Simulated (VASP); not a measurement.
Band structure of CaCu$_{2}$S$_{2}$ (space group P-3m1). All values below come from r2SCAN meta-GGA, VASP's PBE PAW potentials (set 64) (plane waves; VASP 6.6.1).

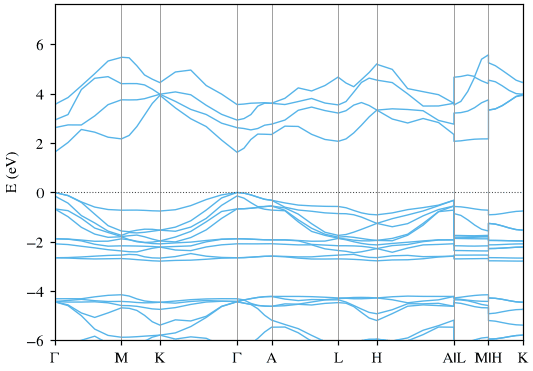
Bands along high-symmetry lines, zero at the valence-band maximum or, without a gap, the Fermi level

Read the plot: is there a gap, and where are the band edges?

The gap is direct, 1.63 eV, from the valence maximum at Γ to the conduction minimum at Γ.

The structure comes from a measured CaCu2S2 entry (P-3m1) of the Crystallography Open Database, whose conditions weren't checked. It was relaxed first.
